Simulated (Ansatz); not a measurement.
# C2H2FSi radical: basis-set convergence

Aim: see how fast density functionals converge with the basis set for C2H2FSi radical.

The runs use Ansatz 0.2.0, Gaussian basis; one geometry, several basis sets.

Levels to be run: PBE0-D4/def2-SVP; ωB97M-V/def2-SVP; PBE0-D4/def2-QZVPP; ωB97M-V/def2-QZVPP; the functionals' def2-TZVPP values are taken from earlier runs.

### 1 The relaxed structure

All runs share one geometry, relaxed beforehand with PBE0-D4 in a triple-zeta def2 set.

SMILES `C#C[SiH]F`, 6 atoms, charge 0, spin multiplicity 2.

Atoms are counted from 1 here; the program's logs count them from 0.

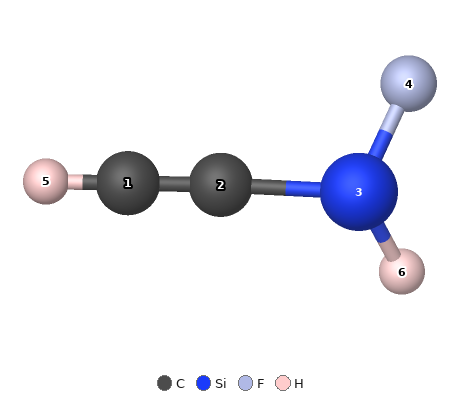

The structure; carbon dark grey, silicon blue, fluorine light blue, hydrogen pink; atoms are numbered from 1 in the order of the file.

Geometry (Å):

```
atom    x (Å)    y (Å)    z (Å)
  C1   0.1181  -0.6800  -1.6057
  C2   0.1204  -0.2137  -0.4901
 Si3   0.3383   0.4667   1.1688
  F4  -0.4780  -0.4123   2.2268
  H5   0.1003  -1.0892  -2.5903
  H6  -0.1571   1.8644   1.2443
```

### 2 PBE0-D4 in def2-SVP

Input file in.yaml:

```yaml
crystal:
  periodic: [false, false, false]
  atoms:
    - {symbol: C, position_ang: [0.118078, -0.680019, -1.605669]}
    - {symbol: C, position_ang: [0.120440, -0.213733, -0.490070]}
    - {symbol: Si, position_ang: [0.338345, 0.466730, 1.168759]}
    - {symbol: F, position_ang: [-0.477998, -0.412278, 2.226785]}
    - {symbol: H, position_ang: [0.100320, -1.089199, -2.590305]}
    - {symbol: H, position_ang: [-0.157085, 1.864399, 1.244299]}
basis:
  gaussian: {orbitals: def2-SVP}
magnetization: {spin_polarized: true, initial_magnetization: 1}
hamiltonian: {xc: pbe0, dispersion: d4}
output: {orbitals: {seedname: orbitals}}
```

After this run come: ωB97M-V in def2-SVP; PBE0-D4 in def2-QZVPP; ωB97M-V in def2-QZVPP.

Before running them: what should the planned runs give, taken together? Wanted: PBE0-D4: double and triple zeta above quadruple; ωB97M-V: double and triple zeta above quadruple.

The runs gave:

```
                                       quantity          value
PBE0-D4: double and triple zeta above quadruple  9.30, 0.54 eV
ωB97M-V: double and triple zeta above quadruple  9.41, 0.50 eV
```

In words: For PBE0-D4 the step from double to triple zeta gains 8.75 eV and the next only 0.54 eV. These are total energies; as a rule much of such shifts cancels in differences, which this series doesn't test.
